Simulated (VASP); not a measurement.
Band structure of LiCl (rock salt). Computed with PBE GGA with D3 dispersion (Becke-Johnson damping), VASP's PBE PAW potentials (set 64) (plane waves; VASP).

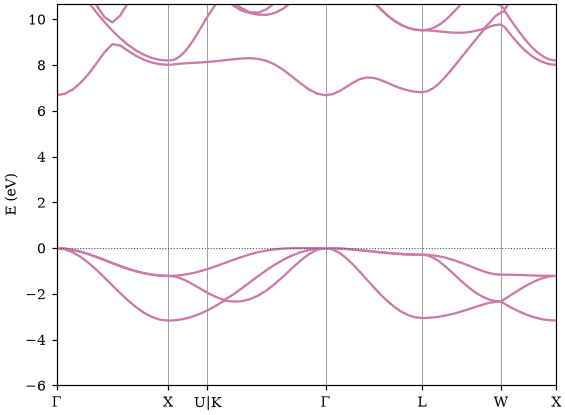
*Bands along high-symmetry lines, zero at the valence-band maximum or, without a gap, the Fermi level*

**Question.** Read the plot: is there a gap, and where are the band edges?

**Answer.** The gap is indirect, 6.68 eV, from the valence maximum at K-Γ at 0.79 to the conduction minimum at Γ. (Edges off the drawn lines would not show.)

Measured: gap 9.40 eV (computed value off by -2.72 eV), as given by Wei Chen et al., Physical Review Materials (2018), doi:10.1103/physrevmaterials.2.073803.

The compound is LiCl in the rock salt structure. It was relaxed first, which changed the volume by -6 %.
